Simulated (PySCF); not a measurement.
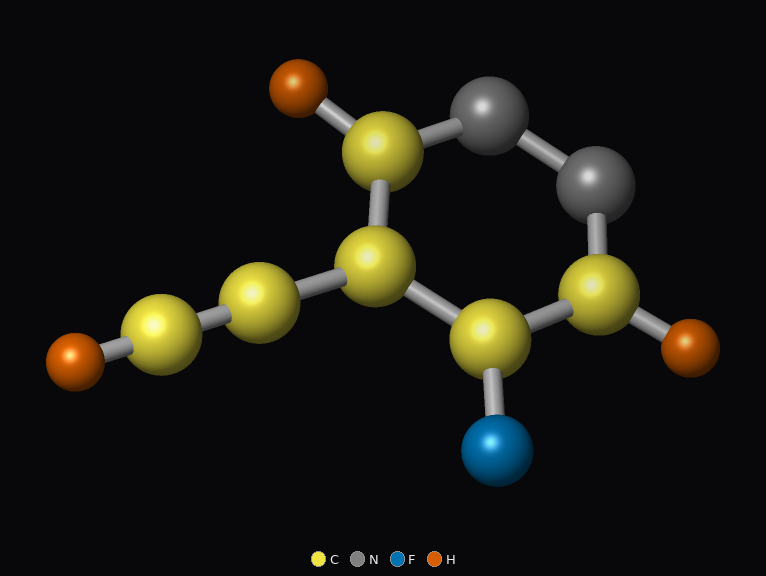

A ball-and-stick model of a molecule.

The computed structure is the end point of a GFN2-xTB optimisation. No frequency run is at hand to confirm it as a minimum.

> Count the atoms of each element.

C6H3FN2, 12 atoms: 6 carbon, 3 hydrogen, 1 fluorine and 2 nitrogen.

> Count the bonded pairs by element.

5 C–C, 3 C–H, 2 C–N, 1 N–N, 1 C–F.

> Does it have rings?

Independent rings (smallest set): 1 of 6 members, 1 of them aromatic.

More results for the same structure follow; atom numbers are the same in all pictures, views and colours differ.

**Symmetry**

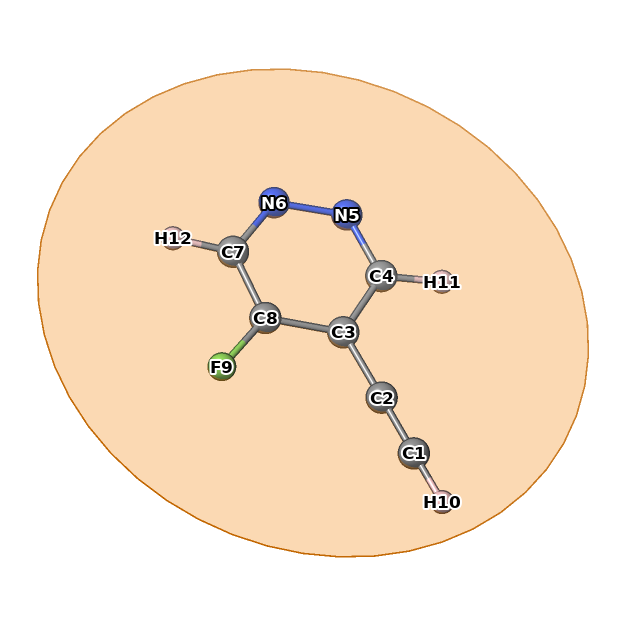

A disc through the centre of mass is drawn in. Depth is shown by fading: the farther an atom, the more it takes the colour of the background. No frequency run is at hand to confirm it as a minimum.

> Is the plane of the disc a mirror plane of the structure?

Yes. The reflection leaves C1, C2, C3, C4, N5, N6, C7, C8, F9, H10, H11, H12 in place. The point group is Cs.

**Dipole moment**

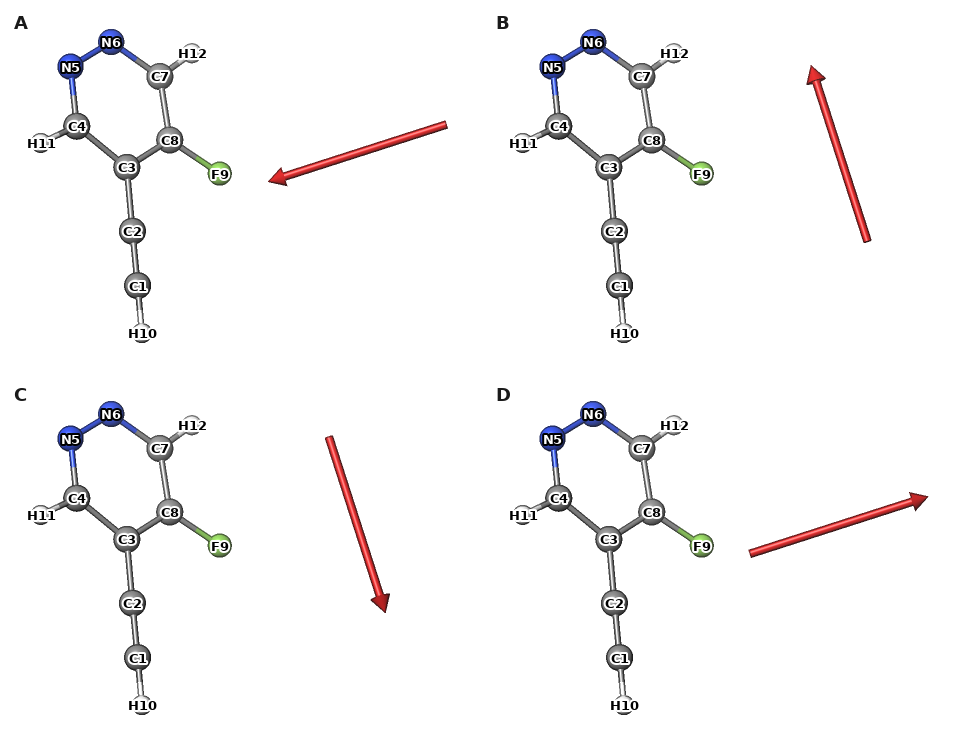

The same molecule four times, each with an arrow. No frequency run is at hand to confirm it as a minimum. Level of theory: CAM-B3LYP/def2-SVPD, gas phase (PySCF 2.14.0).

> Which arrow points along the dipole moment, from the negative to the positive end?

C. The dipole moment is 3.18 D; it points from the side of N6 to the side of H10 (the outermost atoms at the two ends).

**Excitation**

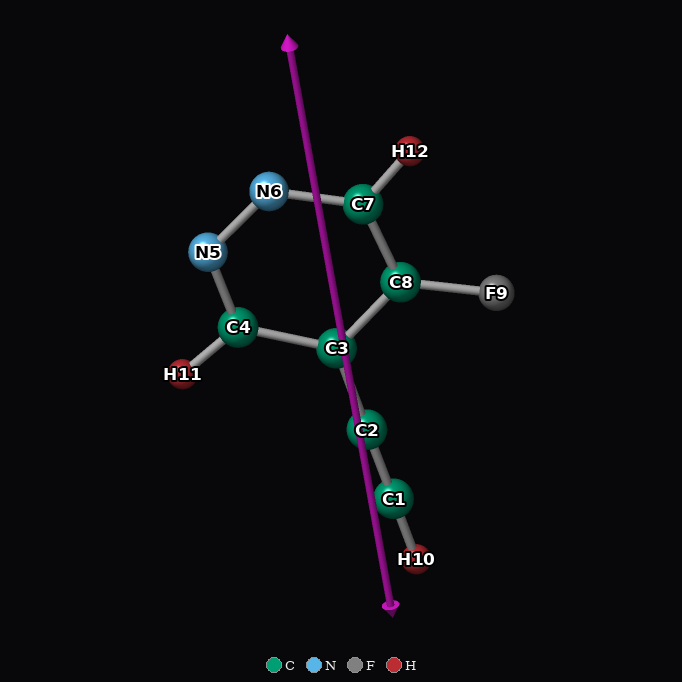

The double arrow shows the direction of the transition dipole to excited singlet state 4 (its length means nothing). No frequency run is at hand to confirm it as a minimum. Properties computed with TDDFT CAM-B3LYP/def2-SVPD, vertical, gas phase, core orbitals frozen in the response (PySCF 2.14.0).

> How is the transition polarised?

In the molecular plane, nearly parallel to the C2–C3 bond.

> Give its energy, strength and character.

5.36 eV (231 nm), oscillator strength 0.23, mainly HOMO−1 → LUMO (weight 0.77); transition dipole 3.35 D.

**Polarisability**

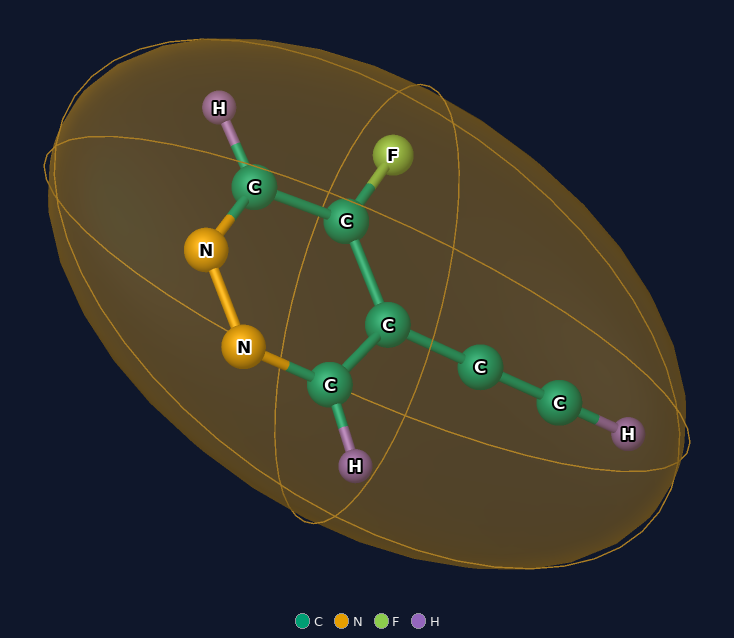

The ellipsoid shows the static dipole polarisability: its half-axes are proportional to the principal values. No frequency run is at hand to confirm it as a minimum. Computed with CAM-B3LYP/def2-SVPD (PySCF 2.14.0).

> Give the principal values, the mean and the anisotropy.

Principal values 45.7, 79.2, 120.5 bohr³; mean 81.8 bohr³ (12.12 Å³); anisotropy 64.9 bohr³, so the longest axis is 2.64 times the shortest.
